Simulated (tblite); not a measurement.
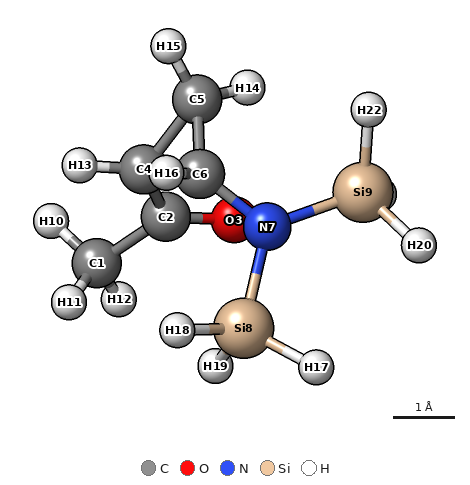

Fig. 1: The structure (ball-and-stick view, seen at a tilt; atoms are numbered from 1 in the order of the input).

C$_{5}$H$_{13}$NOSi$_{2}$: frequency calculation

The run: frequency calculation of C$_{5}$H$_{13}$NOSi$_{2}$, SMILES CC(=O)[C@@H]1C[C@@H]1N([SiH3])[SiH3]. Method and program: GFN2-xTB harmonic vibrations, gas phase (tblite 0.8.0).

It belongs to a series of runs on one base structure; here: CH2 replaced by C=O.

Input:
```
{"job": {"kind": "ir", "xc": "GFN2-xTB", "basis": "xTB"}, "charge": 0, "multiplicity": 1}
C      2.387584    -1.303059     0.960257
C      1.173159    -0.402392     0.997351
O      0.233212    -0.612770     1.733542
C      1.216347     0.722394     0.053783
C      0.344076     1.929895     0.318272
C     -0.051379     1.017817    -0.777313
N     -1.190724     0.184901    -0.738202
Si    -1.024099    -1.331568    -1.573191
Si    -2.500157     0.538977     0.362746
H      3.269697    -0.738071     1.255802
H      2.541220    -1.672186    -0.051567
H      2.251058    -2.139937     1.639804
H      2.161090     0.875503    -0.451860
H     -0.223624     1.889377     1.234940
H      0.741621     2.903604     0.073347
H      0.189088     1.343599    -1.788432
H     -2.370731    -1.810809    -1.847195
H     -0.287633    -1.030553    -2.807499
H     -0.249147    -2.304878    -0.797803
H     -3.667558    -0.088893    -0.254627
H     -2.310319     0.049363     1.722912
H     -2.643191     1.999072     0.333299
```

The first line tells a small driver script what to run in tblite; the rest is the geometry in Å.

Run as:
```bash
OMP_NUM_THREADS=1 python <driver script> task.json out
```

Log:
```
mode    cm-1     km/mol
  1      55.6      0.97
  2      68.6      4.52
  3      93.5      1.15
  4     100.6      8.02
  5     118.0      0.75
  6     129.5      0.07
  7     177.5      0.18
  8     209.3      0.76
  9     233.3      0.43
 10     244.5      6.27
 11     349.2      4.69
 12     421.3      2.37
 13     430.4      3.97
 14     552.3      8.06
 15     558.1      9.41
 16     580.2     19.92
 17     585.3      5.27
 18     592.2    109.10
 19     617.9     48.13
 20     645.9     29.00
 21     749.5     84.92
 22     780.0    195.15
 23     786.0     78.79
 24     789.7    449.55
 25     802.9     13.46
 26     809.3    333.08
 27     825.1    339.21
 28     856.5     91.00
 29     867.8     15.12
 30     937.7    136.59
 31     973.8     76.96
 32     993.8    109.73
 33    1000.5     47.71
 34    1064.7     52.99
 35    1068.7     82.82
 36    1075.9      5.79
 37    1080.7     51.72
 38    1168.8    105.39
 39    1176.7     57.26
 40    1287.3     41.55
 41    1345.2     73.82
 42    1361.4     47.82
 43    1366.1     81.95
 44    1444.0     55.76
 45    1457.7     11.10
 46    1464.3      8.19
 47    1727.7    246.31
 48    2206.1    272.24
 49    2216.0    400.11
 50    2234.5    181.12
 51    2257.2    275.14
 52    2299.7    221.17
 53    2324.2    367.50
 54    2948.4     54.53
 55    3021.3     13.04
 56    3028.3      5.73
 57    3049.2     24.38
 58    3056.5     14.34
 59    3079.2     20.72
 60    3109.4     19.57
```

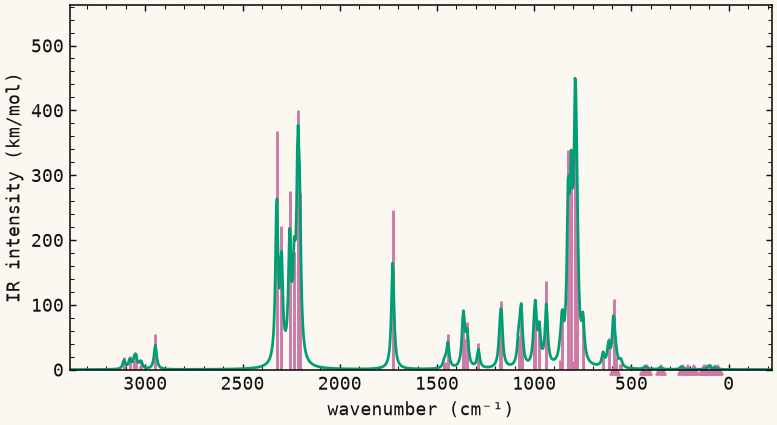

Fig. 2: Harmonic infrared spectrum, unscaled: sticks (degenerate modes added up, dark ones marked on the axis) with a Lorentzian envelope of 16 cm⁻¹ full width, scaled to the tallest stick. 60 modes from 56 to 3109 cm⁻¹, none imaginary. The strongest line is at 790 cm⁻¹ (450 km/mol).

Summary:

| quantity | value |
| --- | --- |
| outcome | converged |
| total energy | −756.7965 eV |
| zero-point energy | 101.2920 kcal/mol |
| hardware | 1 CPU thread, shared host |
| wall time | 4.1 s |
| peak memory | 0.18 GiB |
